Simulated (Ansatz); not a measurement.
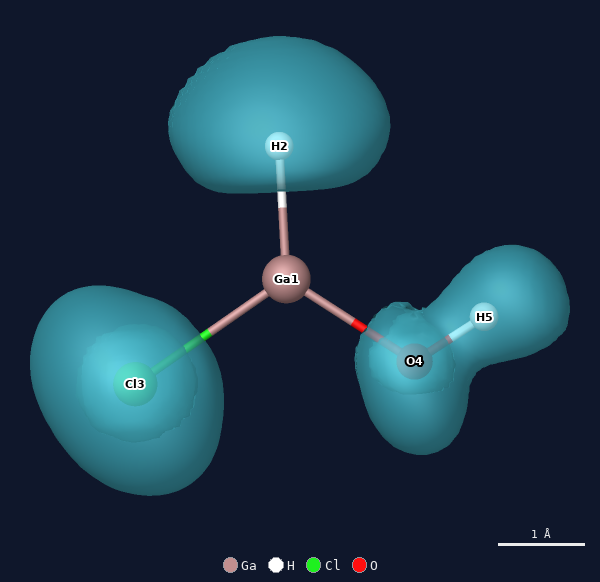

Figure. ClGaH2O. Isosurface of the ELF at 0.75 (cyan), seen across its widest extent. Core shells and regions of very low density are left out.

The calculation used RKS B3LYP/def2-SVP (Ansatz 0.2.0).

```xyz
5

Ga    0.0365   -0.0950    0.0142
H     0.0083   -0.0228    1.5677
Cl    1.8630    0.1557   -1.0975
O    -1.3705   -0.3837   -1.0424
H    -2.2074   -0.5009   -0.5735
```

**Identify the bonds, lone pairs and shells in this picture.**

At this value the surface marks out one region around a hydrogen nucleus, one region wrapped around Cl (its valence shell) and one joined region spread over several atoms (H, O), in which their bonds and any lone pairs are merged.

Values along the shortest contacts:
Ga–O (1.78 Å): the ELF peaks at about 0.85 in the valence shell of O, 0.6 Å from its nucleus, and is about 0.25 at the midpoint. Ga–Cl (2.15 Å): the ELF peaks at about 0.85 in the valence shell of Cl, 0.8 Å from its nucleus, and is about 0.55 at the midpoint.
